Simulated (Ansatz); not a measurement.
# The cluster Cu2F+: structure and electronic state

Aim: characterise the cluster Cu2F+ as a singlet: its structure, frontier levels and distribution of charge.

Method: RKS PBE0-D4/def2-TZVP; program: Ansatz 0.2.0, Gaussian basis.

Levels to be run: relaxation at PBE-D4/def2-TZVP; a single point at PBE0-D4/def2-TZVP; harmonic vibrations at PBE-D4/def2-TZVP.

1 further run of the same task is left out (set aside as unsound or not needed). Runs told in other sessions of the task aren't counted.

### 1 Starting geometry

3 atoms, charge 1, spin multiplicity 1.

Atoms are counted from 1 here; the program's logs count them from 0.

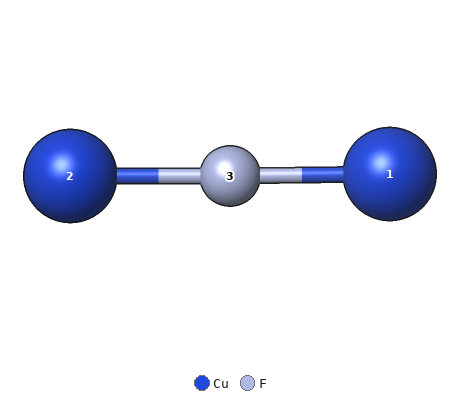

As it starts; copper blue, fluorine light blue; atoms are numbered from 1 in the order of the file.

No spin-orbit coupling is included. The ion is computed in the gas phase, without counter-ions or solvent.

The start is a GFN1-xTB geometry.

### 2 Relaxation at PBE-D4/def2-TZVP

Contents of in.yaml:

```yaml
crystal:
  periodic: [false, false, false]
  atoms:
    - {symbol: Cu, position_ang: [0.547480, 1.509250, -1.016740]}
    - {symbol: Cu, position_ang: [-0.554750, -1.508290, 1.015380]}
    - {symbol: F, position_ang: [0.007260, -0.000960, 0.001350]}
basis:
  gaussian: {orbitals: def2-TZVP}
total_charge: 1
hamiltonian: {xc: pbe, dispersion: d4}
scf: {lower_state_search: "off"}
output: {orbitals: {seedname: orbitals}}
relax: {f_tol: 0.02, max_steps: 100}
```

Launch:

```sh
$ ansatz run in.yaml --threads 4 --pin off --events-out ev --progress --plain --max-ram 3916MiB
```

The program printed, shortened:

```text
Functional definition: PBE
  name "PBE"
  cite "Perdew, Burke & Ernzerhof, Phys. Rev. Lett. 77, 3865 (1996) doi:10.1103/PhysRevLett.77.3865"
  parent pbe
[...]
1062 factors; their error is unknown
[...]
mean field -91977.43094868 eV, -3380.1082428220 hartree, gradient 2.3e-6 eV, S^2 0.000000; 0 other end points of the search recorded, 0 dependent functions left out
[...]
reference -91977.43099569 eV, -3380.1082445497 hartree; 33, 33 occupied and 88, 88 virtual orbitals, 1062 factors
relax step   1: F+E_penalty+E_count = -91977.47960290 eV  Δ(F+E_penalty+E_count) = +0.000e0 eV  max|allowed force component| = 2.639e-1 eV/Å  Δτ_max = 0.0000 Å  (18 SCF iters, accepted)
[...]
relax step   2: F+E_penalty+E_count = -91977.48552538 eV  Δ(F+E_penalty+E_count) = -5.922e-3 eV  max|allowed force component| = 1.785e-1 eV/Å  Δτ_max = 0.0109 Å  (20 SCF iters, accepted)
[...]
relax step   3: F+E_penalty+E_count = -91977.49010604 eV  Δ(F+E_penalty+E_count) = -4.581e-3 eV  max|allowed force component| = 1.358e-2 eV/Å  Δτ_max = 0.0222 Å  (20 SCF iters, accepted)
Total energy: -91977.49015288 eV, -3380.1104185363 hartree
Atom 0 at     0.538358     1.483446    -0.999335 Å, force     0.004912     0.012429    -0.008336 eV/Å
Atom 1 at    -0.544867    -1.482075     0.997754 Å, force    -0.004595    -0.013579     0.009178 eV/Å
Atom 2 at     0.006498    -0.001372     0.001571 Å, force    -0.000317     0.001150    -0.000843 eV/Å
Dipole moment:    -0.005940     0.001282    -0.001458 e Å
Checks for a lower state left out: stability, starts, cluster_reference, orbital_swaps, neighbouring_geometries, increment
```

Run time: 4.4 s. Hardware: 4 threads of Arm Neoverse N1, shared host.

Along the way:

| step | energy from step 1 (eV) | largest force component (eV/Å) |
| --- | --- | --- |
| 1 | 0.0000 | 0.2639 |
| 2 | -0.0059 | 0.1785 |
| 3 | -0.0105 | 0.0136 |

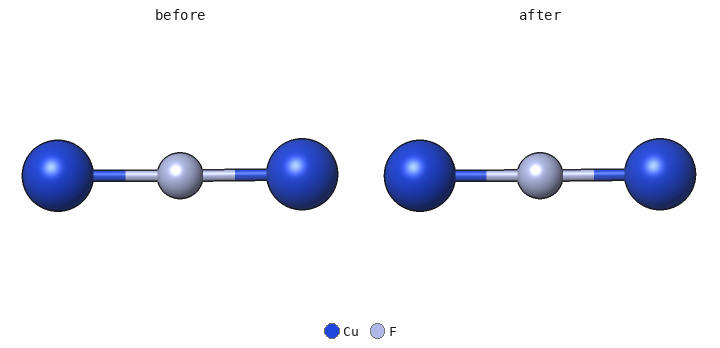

The geometry before (left) and after (right).

Close pairs (by a distance rule), those that changed most:

| bond | before (Å) | after (Å) | change (Å) |
| --- | --- | --- | --- |
| Cu2–F3 | 1.902 | 1.868 | -0.034 |
| Cu1–F3 | 1.900 | 1.868 | -0.032 |

Bonds by kind at the end (by distance):

| bond | count | shortest (Å) | longest (Å) |
| --- | --- | --- | --- |
| Cu–F | 2 | 1.868 | 1.868 |

### 3 Single point, PBE0-D4/def2-TZVP

start.molden holds the orbitals of an earlier run on this state, given as this run's starting guess.

Contents of in.yaml:

```yaml
crystal:
  periodic: [false, false, false]
  atoms:
    - {symbol: Cu, position_ang: [0.538358, 1.483446, -0.999335]}
    - {symbol: Cu, position_ang: [-0.544867, -1.482075, 0.997754]}
    - {symbol: F, position_ang: [0.006498, -0.001372, 0.001571]}
basis:
  gaussian: {orbitals: def2-TZVP, initial_orbitals: start.molden}
total_charge: 1
hamiltonian: {xc: pbe0, dispersion: d4}
output: {forces: true, orbitals: {seedname: orbitals}}
```

Same command.

The program printed, shortened:

```text
Functional definition: PBE0
  name "PBE0"
  cite "Adamo & Barone, J. Chem. Phys. 110, 6158 (1999) doi:10.1063/1.478522"
  cite "Perdew, Burke & Ernzerhof, Phys. Rev. Lett. 77, 3865 (1996) doi:10.1103/PhysRevLett.77.3865"
  parent pbe
[...]
1151 factors; integrals over basis functions are off by at most 8.0e-4 eV
[...]
mean field -91977.69826562 eV, -3380.1180665383 hartree, gradient 6.7e-5 eV, S^2 0.000000; 1 other end points of the search recorded, 0 dependent functions left out
[...]
reference -91977.69830193 eV, -3380.1180678729 hartree; 33, 33 occupied and 88, 88 virtual orbitals, 1151 factors
Total energy: -91977.74032535 eV, -3380.1196122052 hartree
Atom 0 at     0.538358     1.483446    -0.999335 Å, force     0.022815     0.059720    -0.040124 eV/Å
Atom 1 at    -0.544867    -1.482075     0.997754 Å, force    -0.021354    -0.061179     0.041293 eV/Å
Atom 2 at     0.006498    -0.001372     0.001571 Å, force    -0.001460     0.001460    -0.001168 eV/Å
Dipole moment:    -0.006657     0.001445    -0.001641 e Å
```

Wall time 3.6 s (4 threads of Arm Neoverse N1, shared host).

Report: HOMO -12.36 eV, LUMO -7.55 eV.

Mulliken charges, from this run's orbitals:

| atom | value (e) |
| --- | --- |
| Cu1 | 0.81 |
| Cu2 | 0.81 |
| F3 | -0.61 |

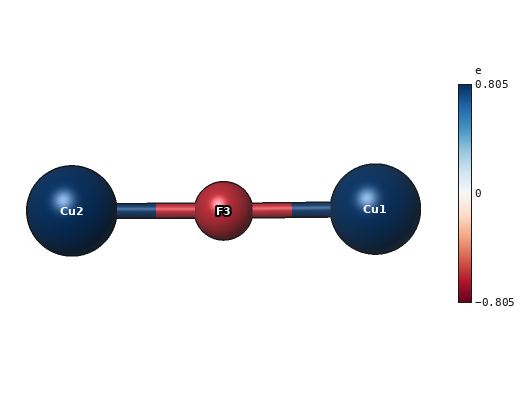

Mulliken charges, from this run's orbitals, as colours on the atoms.

Largest Mayer bond orders: Cu1–F3 0.37; Cu2–F3 0.37.

### 4 Vibrations by finite differences

Contents of in.yaml:

```yaml
crystal:
  periodic: [false, false, false]
  atoms:
    - {symbol: Cu, position_ang: [0.538358, 1.483446, -0.999335]}
    - {symbol: Cu, position_ang: [-0.544867, -1.482075, 0.997754]}
    - {symbol: F, position_ang: [0.006498, -0.001372, 0.001571]}
basis:
  gaussian: {orbitals: def2-TZVP}
total_charge: 1
hamiltonian: {xc: pbe, dispersion: d4}
scf: {omitted_lower_state_checks: [starts]}
phonons: {temperatures: {t_min: 298.15, t_max: 900, t_step: 200}}
```

Launched as before.

The program printed, shortened:

```text
Functional definition: PBE
  name "PBE"
  cite "Perdew, Burke & Ernzerhof, Phys. Rev. Lett. 77, 3865 (1996) doi:10.1103/PhysRevLett.77.3865"
  parent pbe
[...]
1062 factors; their error is unknown
[...]
mean field -91977.44104046 eV, -3380.1086136880 hartree, gradient 8.7e-6 eV, S^2 0.000000; 0 other end points of the search recorded, 0 dependent functions left out
[...]
reference -91977.44108729 eV, -3380.1086154093 hartree; 33, 33 occupied and 88, 88 virtual orbitals, 1062 factors
[...]
1062 factors; their error is unknown
mean field -91977.44106451 eV, -3380.1086145720 hartree, gradient 1.7e-6 eV, S^2 0.000000; 0 other end points of the search recorded, 0 dependent functions left out
[...]
reference -91977.44111135 eV, -3380.1086162935 hartree; 33, 33 occupied and 88, 88 virtual orbitals, 1062 factors
[...]
1062 factors; their error is unknown
[...]
reference -91977.44108396 eV, -3380.1086152868 hartree; 33, 33 occupied and 88, 88 virtual orbitals, 1062 factors
[...]
1062 factors; their error is unknown
mean field -91977.44103835 eV, -3380.1086136105 hartree, gradient 4.3e-7 eV, S^2 0.000000; 0 other end points of the search recorded, 0 dependent functions left out
[...]
reference -91977.44108518 eV, -3380.1086153318 hartree; 33, 33 occupied and 88, 88 virtual orbitals, 1062 factors
Total energy: -91977.49015288 eV, -3380.1104185364 hartree
Atom 0 at     0.538358     1.483446    -0.999335 Å, force     0.004911     0.012426    -0.008334 eV/Å
Atom 1 at    -0.544867    -1.482075     0.997754 Å, force    -0.004596    -0.013580     0.009179 eV/Å
Atom 2 at     0.006498    -0.001372     0.001571 Å, force    -0.000315     0.001154    -0.000846 eV/Å
Dipole moment:    -0.005940     0.001282    -0.001458 e Å
Vibrations: 33.97 33.97 221.85 557.91 cm⁻¹, zero-point energy 0.052551 eV
Checks for a lower state left out: starts
```

It took 14 s on 4 threads of Arm Neoverse N1, shared host.

The modes, unscaled (a negative number is an imaginary wavenumber):

34, 34, 222, 558 cm⁻¹.

### 5 Outcome

```
                       quantity                           value
                    point group                             D∞h
                 commonest bond  Cu–F, 2 of mean length 1.868 Å
HOMO, LUMO at PBE0-D4/def2-TZVP                -12.36, -7.55 eV
     lowest, highest wavenumber                    34, 558 cm⁻¹
```

In words: The molecule keeps its bonding pattern by the stored test; the atoms moved 0.03 Å (rms). All wavenumbers are real: a minimum at this level. Whether this spin is the lowest isn't tested here.
